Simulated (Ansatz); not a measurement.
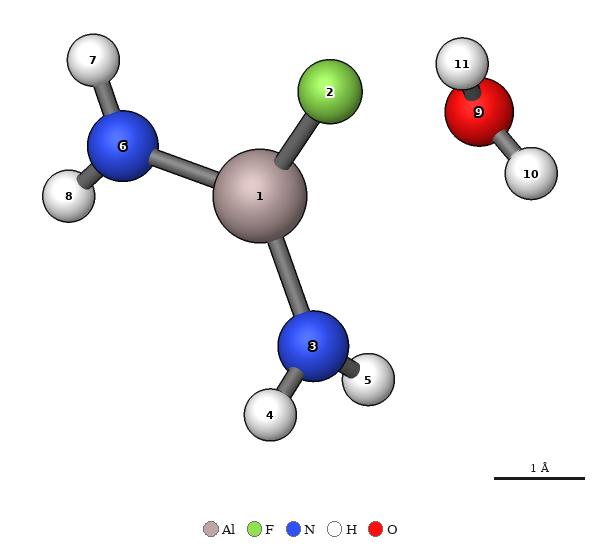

The structure as given in the input (ball-and-stick view, seen at a tilt; atoms are numbered from 1 in the order of the input). Sticks mark near contacts.

Run report: AlN$_{2}$H$_{6}$OF, geometry relaxation

- system: AlN$_{2}$H$_{6}$OF
- method: RKS PBE-D4/def2-SVP (Ansatz 0.2.0)

It belongs to a series of runs on one base structure; here: end point A relaxed. Figures and captions count atoms from 1; the log counts them from 0 in places.

Output:
```
The last accepted step is kept in [file] (removed where the run ends without a failure and the disk answers)
Engine: ansatz 0.2.0, aarch64-unknown-linux-gnu
Functional definition: PBE
  parameter kappa = 0.804
  parameter beta = 0.06672455060314922
  exchange = pbe_x(kappa = kappa, mu = beta*pi^2/3)
  correlation = pbe_c(beta = beta)
1176 factors; their error is unknown
mean field evaluation 1: about -14400.7371 eV, gradient 1.1e2 eV
mean field evaluation 2: about -14337.0057 eV, gradient 1.8e2 eV
mean field evaluation 4: about -14421.5799 eV, gradient 2.1e1 eV
mean field evaluation 8: about -14422.3270 eV, gradient 4.9e-2 eV
mean field evaluation 16: about -14422.2715 eV, gradient 2.2e-5 eV
mean field -14422.27152322 eV, -530.0087027115 hartree, gradient 2.2e-5 eV, S^2 0.000000; 0 other end points of the search recorded, 0 dependent functions left out
the calculation of the forces begins
reference -14422.27156671 eV, -530.0087043100 hartree; 25, 25 occupied and 79, 79 virtual orbitals, 1176 factors
relax step   1: F+E_penalty+E_count = -14422.44447767 eV  Δ(F+E_penalty+E_count) = +0.000e0 eV  max|allowed force component| = 8.304e-1 eV/Å  Δτ_max = 0.0000 Å  (27 SCF iters, accepted)
these checks for a lower state are left out or cut short: starts, cluster_reference, orbital_swaps, neighbouring_geometries, increment
1176 factors; their error is unknown
mean field -14422.39217041 eV, -530.0131364141 hartree, gradient 2.3e-5 eV, S^2 0.000000; 0 other end points of the search recorded, 0 dependent functions left out
[... from here on the field's lines of each further geometry are left out, up to the last ...]
relax step   2: F+E_penalty+E_count = -14422.56843790 eV  Δ(F+E_penalty+E_count) = -1.240e-1 eV  max|allowed force component| = 7.840e-1 eV/Å  Δτ_max = 0.1950 Å  (32 SCF iters, accepted)
relax step   3: F+E_penalty+E_count = -14422.75790019 eV  Δ(F+E_penalty+E_count) = -1.895e-1 eV  max|allowed force component| = 9.324e-1 eV/Å  Δτ_max = 0.1947 Å  (26 SCF iters, accepted)
relax step   4: F+E_penalty+E_count = -14422.93486280 eV  Δ(F+E_penalty+E_count) = -1.770e-1 eV  max|allowed force component| = 4.490e-1 eV/Å  Δτ_max = 0.1959 Å  (27 SCF iters, accepted)
relax step   5: F+E_penalty+E_count = -14422.94701400 eV  Δ(F+E_penalty+E_count) = -1.215e-2 eV  max|allowed force component| = 5.122e-1 eV/Å  Δτ_max = 0.1999 Å  (26 SCF iters, accepted)
relax step   6: F+E_penalty+E_count = -14422.98706174 eV  Δ(F+E_penalty+E_count) = -4.005e-2 eV  max|allowed force component| = 2.118e-1 eV/Å  Δτ_max = 0.0753 Å  (27 SCF iters, accepted)
relax step   7: F+E_penalty+E_count = -14423.00099262 eV  Δ(F+E_penalty+E_count) = -1.393e-2 eV  max|allowed force component| = 1.033e-1 eV/Å  Δτ_max = 0.0710 Å  (27 SCF iters, accepted)
relax step   8: F+E_penalty+E_count = -14423.03836246 eV  Δ(F+E_penalty+E_count) = -3.737e-2 eV  max|allowed force component| = 2.719e-1 eV/Å  Δτ_max = 0.2000 Å  (27 SCF iters, accepted)
relax step   9: F+E_penalty+E_count = -14423.07335065 eV  Δ(F+E_penalty+E_count) = -3.499e-2 eV  max|allowed force component| = 5.084e-1 eV/Å  Δτ_max = 0.1959 Å  (27 SCF iters, accepted)
relax step  10: F+E_penalty+E_count = -14423.12591469 eV  Δ(F+E_penalty+E_count) = -5.256e-2 eV  max|allowed force component| = 3.977e-1 eV/Å  Δτ_max = 0.2000 Å  (27 SCF iters, accepted)
relax step  11: F+E_penalty+E_count = -14423.16947690 eV  Δ(F+E_penalty+E_count) = -4.356e-2 eV  max|allowed force component| = 4.871e-1 eV/Å  Δτ_max = 0.1946 Å  (27 SCF iters, accepted)
relax step  12: F+E_penalty+E_count = -14423.17696380 eV  Δ(F+E_penalty+E_count) = -7.487e-3 eV  max|allowed force component| = 8.347e-1 eV/Å  Δτ_max = 0.1936 Å  (27 SCF iters, accepted)
relax step  13: F+E_penalty+E_count = -14423.20168396 eV  Δ(F+E_penalty+E_count) = -2.472e-2 eV  max|allowed force component| = 4.212e-1 eV/Å  Δτ_max = 0.1999 Å  (26 SCF iters, accepted)
relax step  14: F+E_penalty+E_count = -14423.22141477 eV  Δ(F+E_penalty+E_count) = -1.973e-2 eV  max|allowed force component| = 3.330e-1 eV/Å  Δτ_max = 0.1121 Å  (28 SCF iters, accepted)
relax step  15: F+E_penalty+E_count = -14423.22493276 eV  Δ(F+E_penalty+E_count) = -3.518e-3 eV  max|allowed force component| = 4.692e-1 eV/Å  Δτ_max = 0.0336 Å  (28 SCF iters, accepted)
relax step  16: F+E_penalty+E_count = -14423.23068150 eV  Δ(F+E_penalty+E_count) = -5.749e-3 eV  max|allowed force component| = 5.717e-2 eV/Å  Δτ_max = 0.0209 Å  (27 SCF iters, accepted)
relax step  17: F+E_penalty+E_count = -14423.23127243 eV  Δ(F+E_penalty+E_count) = -5.909e-4 eV  max|allowed force component| = 3.786e-2 eV/Å  Δτ_max = 0.0200 Å  (28 SCF iters, accepted)
the calculation of the forces begins
reference -14423.04445397 eV, -530.0371073929 hartree; 25, 25 occupied and 79, 79 virtual orbitals, 1176 factors
relax step  18: F+E_penalty+E_count = -14423.23148981 eV  Δ(F+E_penalty+E_count) = -2.174e-4 eV  max|allowed force component| = 1.576e-2 eV/Å  Δτ_max = 0.0063 Å  (29 SCF iters, accepted)
```

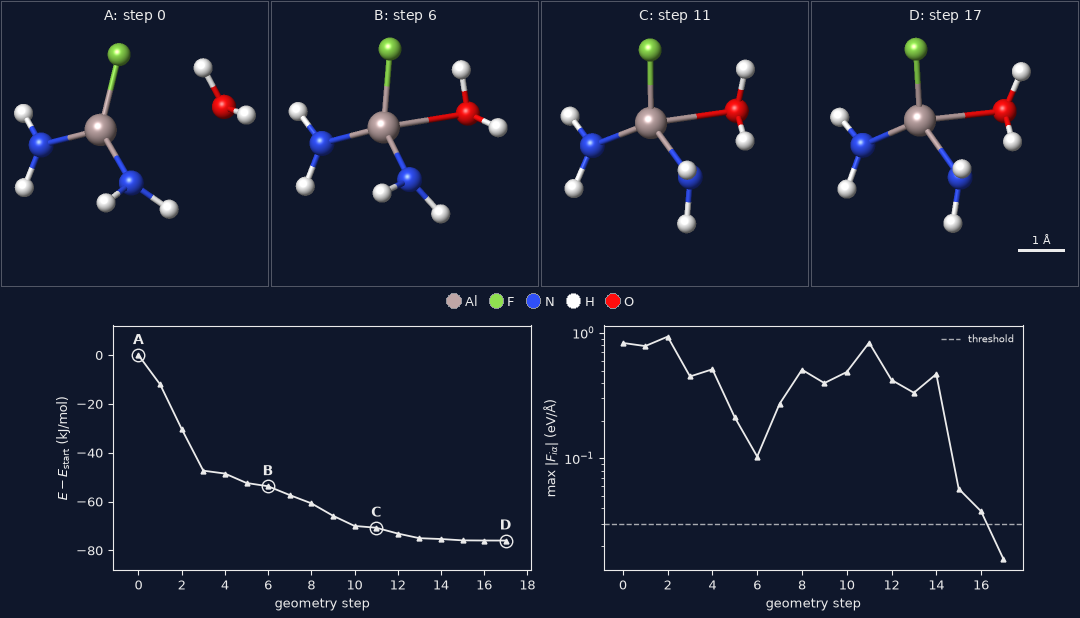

Frames of the relaxation (ball-and-stick view, seen at a tilt) above the curves, on which the letters mark them (the first geometry is step 0 here and step 1 in the log).

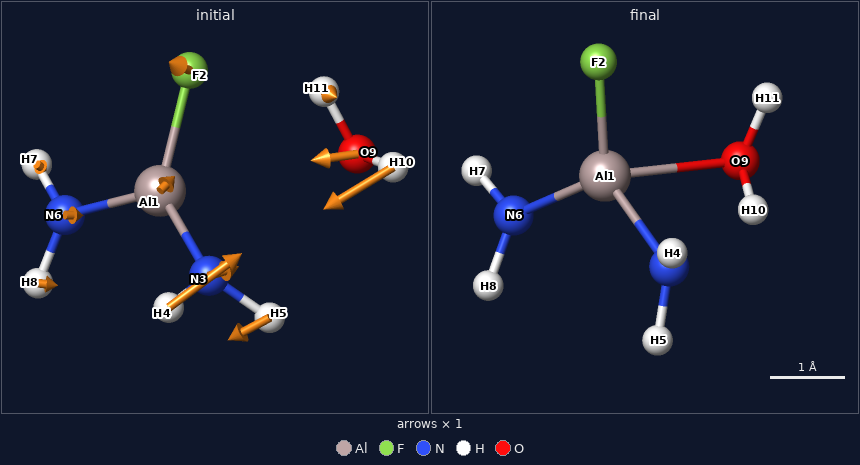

Before (left) and after (right) the relaxation, at one scale (ball-and-stick view, seen at a tilt). The orange arrows give the displacements, at true length. H4 moves most after the best rigid fit: 1.25 Å. Largest moves by element: H 1.25 Å, O 0.68 Å, N 0.51 Å, F 0.50 Å, Al 0.34 Å. Distances before and after: Al1–O9 2.964 → 2.009 Å, Al1–N3 1.790 → 1.867 Å, O9–H10 0.978 → 1.039 Å, O9–H11 0.993 → 0.978 Å. New bonds form: Al1–O9 (2.96 → 2.01 Å). Among the angles that change: F2–Al1–N6 113.4° → 120.0°, F2–Al1–N3 119.6° → 113.5°, N3–Al1–N6 126.1° → 120.2°. The energy falls by 75.9 kJ/mol in 17 geometry steps. Largest force component: 0.83 eV/Å at the start, 0.016 eV/Å at the end. (Atoms are counted from 1 in the order of the input.)

```
1176 factors; their error is unknown
mean field -14423.04441129 eV, -530.0371058244 hartree, gradient 2.1e-5 eV, S^2 0.000000; 1 other end points of the search recorded, 0 dependent functions left out
the calculation of the forces begins
reference -14423.04445397 eV, -530.0371073929 hartree; 25, 25 occupied and 79, 79 virtual orbitals, 1176 factors
Total energy: -14423.23153250 eV, -530.0439824017 hartree
Atom 0 at    -0.200150     0.056026     0.111983 Å, force     0.000337    -0.003170     0.012307 eV/Å
Atom 1 at    -0.185764    -0.915870     1.504392 Å, force     0.002335     0.002474    -0.006571 eV/Å
Atom 2 at     1.504605     0.441293    -0.545004 Å, force    -0.015758     0.014105    -0.001161 eV/Å
Atom 3 at     2.272812    -0.194940    -0.303947 Å, force     0.007370    -0.005801     0.007322 eV/Å
Atom 4 at     1.640125     0.718928    -1.523300 Å, force     0.004199    -0.000834    -0.007216 eV/Å
Atom 5 at    -1.600083     0.011973    -0.992761 Å, force    -0.000189     0.005965     0.001270 eV/Å
Atom 6 at    -2.563731    -0.166622    -0.706566 Å, force    -0.000346     0.001027    -0.001018 eV/Å
Atom 7 at    -1.554285     0.119677    -2.006492 Å, force     0.002177    -0.003613     0.000649 eV/Å
Atom 8 at     0.085848     1.799912     1.066590 Å, force    -0.000836    -0.001436    -0.000657 eV/Å
Atom 9 at     1.001725     1.676618     0.591374 Å, force     0.002422    -0.007168    -0.004587 eV/Å
Atom 10 at     0.240397     1.617804     2.015033 Å, force    -0.001713    -0.001549    -0.000337 eV/Å
Dipole moment:     0.258002     0.309044    -0.166648 e Å
```

Trajectory as extended XYZ (Å, eV, eV/Å), 10 of the 18 frames kept, from step=1 to step=18:
```
11
Properties=species:S:1:pos:R:3:forces:R:3 step=1 energy=-14422.44448
Al   -0.0997   -0.1324   -0.1411    0.0484   0.3916   0.0547
F    -0.3026   -0.4084    1.5201   -0.0269   0.0830   0.1826
N     1.5510    0.0235   -0.8166   -0.0203   0.0303   0.0021
H     1.9988   -0.6923   -1.3922   -0.0038   0.0019   0.0060
H     1.9989    0.9253   -0.9908   -0.0048  -0.0108   0.0053
N    -1.6003   -0.3083   -1.0753    0.0639   0.0308  -0.0069
H    -2.5268   -0.4265   -0.6622   -0.0240  -0.0339   0.0035
H    -1.6752   -0.1705   -2.0849    0.0037   0.0167   0.0323
O     0.2117    2.3876    1.3873   -0.1597  -0.8304   0.0328
H     1.1812    2.3184    1.4917   -0.0120   0.0309  -0.0028
H    -0.0955    1.6485    1.9755    0.1354   0.2899  -0.3097
11
Properties=species:S:1:pos:R:3:forces:R:3 step=3 energy=-14422.75790
Al   -0.0997    0.0607   -0.0488    0.2745   0.4016   0.1095
F    -0.3042   -0.3979    1.5838   -0.1242  -0.0526   0.2753
N     1.5491    0.0870   -0.7576    0.1097   0.0131  -0.0640
H     1.9313   -0.6598   -1.3460   -0.0707   0.0900   0.0735
H     2.0459    0.9568   -0.9592    0.0296  -0.0209  -0.0225
N    -1.5702   -0.2213   -1.0153   -0.1543   0.0632   0.0565
H    -2.4947   -0.4330   -0.6275    0.1149   0.0215  -0.0451
H    -1.6318   -0.1182   -2.0304    0.0189   0.0448   0.0632
O     0.1799    2.1046    1.1222    0.8461  -0.6192   0.7679
H     1.1334    2.2584    1.3975   -0.9324  -0.1199  -0.6698
H    -0.0974    1.5275    1.8927   -0.1119   0.1783  -0.5445
11
Properties=species:S:1:pos:R:3:forces:R:3 step=5 energy=-14422.94701
Al   -0.0651    0.0733    0.0488   -0.0196   0.5122   0.0189
F    -0.3373   -0.3821    1.7128    0.0808  -0.3411  -0.2006
N     1.5921    0.1582   -0.6781    0.0527  -0.0379   0.0638
H     1.9754   -0.6141   -1.2271    0.0888  -0.0173   0.0108
H     2.0285    1.0297   -1.0063   -0.1607  -0.2129   0.0372
N    -1.5409   -0.0910   -0.9381    0.0621  -0.1044   0.0668
H    -2.4551   -0.3660   -0.5846   -0.1378  -0.0423   0.0401
H    -1.5744    0.0234   -1.9501    0.0157  -0.0140  -0.0732
O     0.0803    1.8898    0.9734    0.4527   0.2201   0.2033
H     1.0459    2.0791    1.0577   -0.3625  -0.0445  -0.1211
H    -0.1079    1.3644    1.8030   -0.0723   0.0821  -0.0460
11
Properties=species:S:1:pos:R:3:forces:R:3 step=7 energy=-14423.00099
Al   -0.0751    0.1388    0.0224   -0.0602  -0.0708   0.0477
F    -0.2963   -0.4552    1.6406    0.0348   0.0069  -0.0950
N     1.5940    0.1562   -0.6728    0.1033   0.0729   0.0133
H     2.0022   -0.6593   -1.1409   -0.0328   0.0749   0.0746
H     2.0260    0.9979   -1.0673   -0.0472  -0.0950  -0.0428
N    -1.5541   -0.0971   -0.9509   -0.0046   0.0354   0.0025
H    -2.4643   -0.3824   -0.5843    0.0235   0.0253  -0.0004
H    -1.6074    0.0334   -1.9621   -0.0038  -0.0073   0.0125
O     0.0742    1.9269    1.0191   -0.0348  -0.0989   0.0795
H     1.0312    2.1284    1.0709    0.0255  -0.0171  -0.0374
H    -0.0888    1.3772    1.8365   -0.0036   0.0737  -0.0545
11
Properties=species:S:1:pos:R:3:forces:R:3 step=9 energy=-14423.07335
Al   -0.0770    0.1248    0.0167    0.0705  -0.0001   0.1340
F    -0.2349   -0.5687    1.5868    0.0145  -0.0628  -0.0146
N     1.6353    0.2494   -0.6087    0.0550   0.1524  -0.3301
H     2.1534   -0.6253   -0.8019   -0.1272   0.4288   0.0096
H     1.8104    0.9173   -1.3861    0.0132  -0.5084   0.3139
N    -1.5569   -0.0356   -0.9667    0.1336   0.0816  -0.2439
H    -2.4682   -0.2845   -0.5869   -0.1429  -0.0155   0.0335
H    -1.6145    0.0752   -1.9827   -0.0078  -0.0309   0.1407
O     0.0467    1.8896    1.0505   -0.0178   0.0546  -0.0104
H     1.0176    2.0482    1.0021   -0.0495  -0.1391  -0.0254
H    -0.0703    1.3745    1.8882    0.0583   0.0395  -0.0072
11
Properties=species:S:1:pos:R:3:forces:R:3 step=10 energy=-14423.12592
Al   -0.1076    0.1160    0.0250   -0.0667  -0.0129   0.2785
F    -0.2329   -0.6239    1.5726    0.0536  -0.0873  -0.0828
N     1.6118    0.3177   -0.5851    0.0154   0.1065  -0.2748
H     2.2100   -0.5217   -0.6665   -0.1374   0.3787  -0.0088
H     1.7565    0.9060   -1.4272    0.0344  -0.3977   0.2861
N    -1.5753   -0.0168   -0.9807    0.0964   0.0427  -0.1536
H    -2.5023   -0.2235   -0.6080   -0.0515  -0.0001   0.0022
H    -1.6079    0.0302   -2.0009   -0.0153  -0.0063   0.0640
O     0.0564    1.8720    1.0665    0.1358   0.0082  -0.0197
H     1.0330    1.8949    0.8746   -0.1003  -0.0821   0.0464
H    -0.0001    1.4139    1.9409    0.0357   0.0504  -0.1376
11
Properties=species:S:1:pos:R:3:forces:R:3 step=12 energy=-14423.17696
Al   -0.1847    0.1016    0.0745   -0.2493   0.0213   0.1210
F    -0.2163   -0.7740    1.5293    0.0314  -0.1458   0.1129
N     1.5312    0.4255   -0.5356    0.6744  -0.2328  -0.4499
H     2.2782   -0.2920   -0.3695   -0.6298   0.6688  -0.1629
H     1.6607    0.8016   -1.4971    0.0272  -0.2834   0.4975
N    -1.6035    0.0001   -1.0042    0.0021   0.0256  -0.0175
H    -2.5562   -0.1860   -0.6799    0.0854   0.0293  -0.0380
H    -1.5852    0.0521   -2.0238   -0.0134   0.0018   0.0319
O     0.0878    1.8460    1.0863    0.5584  -0.4420   0.3535
H     1.0199    1.7191    0.6244   -0.4246  -0.0066   0.3862
H     0.2096    1.4709    2.0069   -0.0620   0.3639  -0.8347
11
Properties=species:S:1:pos:R:3:forces:R:3 step=14 energy=-14423.22141
Al   -0.1904    0.0474    0.1007   -0.0009   0.3330  -0.3151
F    -0.2043   -0.8620    1.5168    0.0183  -0.2779   0.3298
N     1.5174    0.4281   -0.5473   -0.1513   0.0223   0.0475
H     2.2923   -0.2057   -0.3337    0.0591  -0.0805   0.0221
H     1.6357    0.7352   -1.5181    0.0299   0.0120  -0.0434
N    -1.5986    0.0035   -0.9960    0.0410  -0.0068   0.0062
H    -2.5594   -0.1694   -0.6962    0.0042   0.0023  -0.0044
H    -1.5663    0.1136   -2.0100    0.0028  -0.0067   0.0060
O     0.0840    1.8119    1.0631    0.0037  -0.0515   0.0269
H     1.0055    1.6765    0.6289    0.0797   0.0595  -0.1855
H     0.2256    1.5856    2.0031   -0.0865  -0.0058   0.1099
11
Properties=species:S:1:pos:R:3:forces:R:3 step=16 energy=-14423.23068
Al   -0.1980    0.0620    0.1102    0.0052  -0.0315  -0.0040
F    -0.1869   -0.9050    1.5070    0.0027   0.0148  -0.0106
N     1.5074    0.4385   -0.5491    0.0103   0.0140  -0.0184
H     2.2741   -0.2040   -0.3170   -0.0249   0.0128   0.0011
H     1.6408    0.7242   -1.5269   -0.0050  -0.0121   0.0517
N    -1.5987    0.0081   -0.9929   -0.0115   0.0114   0.0089
H    -2.5617   -0.1700   -0.7035    0.0040   0.0020  -0.0036
H    -1.5565    0.1177   -2.0065    0.0041  -0.0011  -0.0026
O     0.0908    1.8055    1.0658   -0.0287  -0.0345   0.0470
H     1.0112    1.6717    0.6061    0.0228   0.0119  -0.0125
H     0.2191    1.6163    2.0180    0.0210   0.0123  -0.0572
11
Properties=species:S:1:pos:R:3:forces:R:3 step=18 energy=-14423.23149
Al   -0.2001    0.0560    0.1120    0.0003  -0.0032   0.0123
F    -0.1858   -0.9159    1.5044    0.0023   0.0025  -0.0066
N     1.5046    0.4413   -0.5450   -0.0158   0.0141  -0.0012
H     2.2728   -0.1949   -0.3039    0.0074  -0.0058   0.0073
H     1.6401    0.7189   -1.5233    0.0042  -0.0008  -0.0072
N    -1.6001    0.0120   -0.9928   -0.0002   0.0060   0.0013
H    -2.5637   -0.1666   -0.7066   -0.0003   0.0010  -0.0010
H    -1.5543    0.1197   -2.0065    0.0022  -0.0036   0.0006
O     0.0858    1.7999    1.0666   -0.0008  -0.0014  -0.0007
H     1.0017    1.6766    0.5914    0.0024  -0.0072  -0.0046
H     0.2404    1.6178    2.0150   -0.0017  -0.0015  -0.0003
```

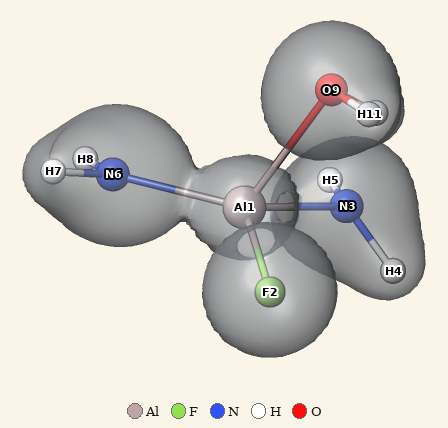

Isosurface of the electron density at 0.5 e/Å³ (grey), seen from the side. At this value the surface falls into two separate pieces. It is pinched off along the Al–O (2.01 Å) contacts. On the grid the lowest density along these lines, outside the cores, is 0.62 e/Å³ (Al–F, 1.70 Å), 0.69 e/Å³ (Al–N, 1.78 Å), 0.33 e/Å³ (Al–O, 2.01 Å) and 2.2 e/Å³ (O–H, 0.98 Å).

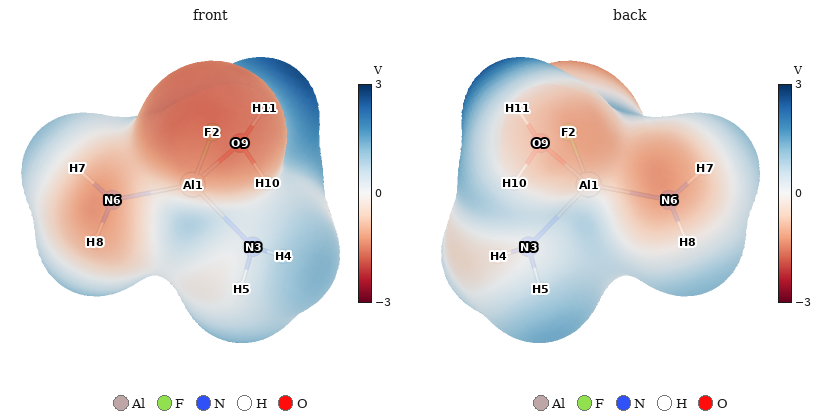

The electrostatic potential painted on the density surface at 0.002 e/bohr³, seen face on and from behind; the colour scale runs from red (negative) to blue (positive). A positive charge is drawn to the negative regions and a negative charge to the positive ones.

This output came from the following input.

The input:
```yaml
crystal:
  periodic: [false, false, false]
  atoms:
    - { symbol: Al, position_ang: [-0.099686, -0.132411, -0.141147] }
    - { symbol: F, position_ang: [-0.302618, -0.408425, 1.520125] }
    - { symbol: "N", position_ang: [1.550979, 0.023465, -0.816641] }
    - { symbol: H, position_ang: [1.998784, -0.692282, -1.392247] }
    - { symbol: H, position_ang: [1.99891, 0.925308, -0.990805] }
    - { symbol: "N", position_ang: [-1.600344, -0.308331, -1.0753] }
    - { symbol: H, position_ang: [-2.526756, -0.426515, -0.662214] }
    - { symbol: H, position_ang: [-1.675178, -0.170491, -2.084909] }
    - { symbol: O, position_ang: [0.211693, 2.387571, 1.387265] }
    - { symbol: H, position_ang: [1.181207, 2.318446, 1.4917] }
    - { symbol: H, position_ang: [-0.095492, 1.648465, 1.975473] }
basis:
  gaussian: { orbitals: def2-SVP }
hamiltonian:
  xc: pbe
  dispersion: d4
relax:
  f_tol: 0.03
  max_steps: 50
output:
  orbitals: {}
```

Command:
```bash
ansatz run input.yaml --threads 2 --pin off --max-ram 3072MiB --backend cpu --events-out ev --progress --plain --runs-dir out
```

Key numbers:

| quantity | value |
| --- | --- |
| outcome | converged |
| total energy | −14423.2315 eV |
| mean-field energy | −14423.0445 eV |
| largest force (length of the vector) at the end | 0.021 eV/Å |
| hardware | 2 threads of Arm Neoverse V2, 24 GiB of memory available, shared host |
| wall time | 31 s (CPU time 59 s) |
| peak memory | 0.15 GiB |
